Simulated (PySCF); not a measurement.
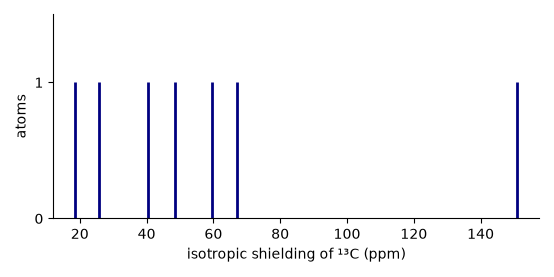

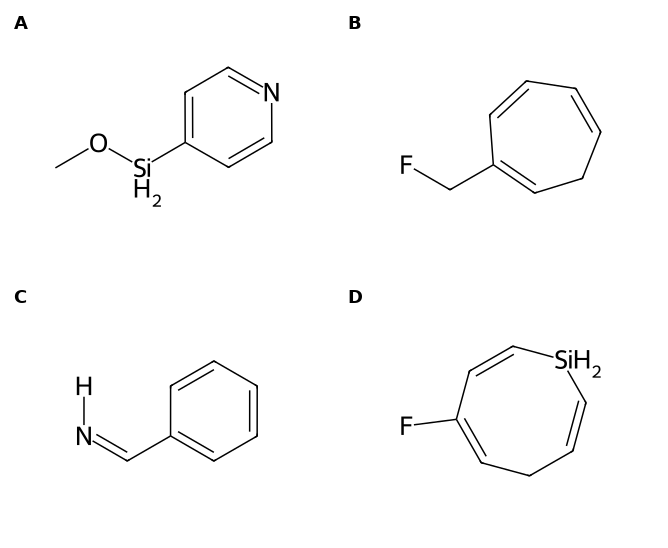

The sticks are computed shieldings of one of the molecules, for one fixed geometry (GFN2-xTB) without averaging over rotations. Low shielding means a high chemical shift. Method: GIAO PBE0/pcSseg-1 NMR shielding, non-relativistic, gas phase (PySCF 2.14.0).

**Which molecule gives this pattern?**

D, `FC1=C/C/C=C\[SiH2]/C=C\1`. Its 7 C atoms give lines at 18.6, 25.8, 40.5, 48.6, 59.6, 67.0, 150.9 ppm.

The geometry is semi-empirical. Around Si such bond lengths and angles can be off by a tenth of an ångström or more and by several degrees, and values that hang on the shape move with them.
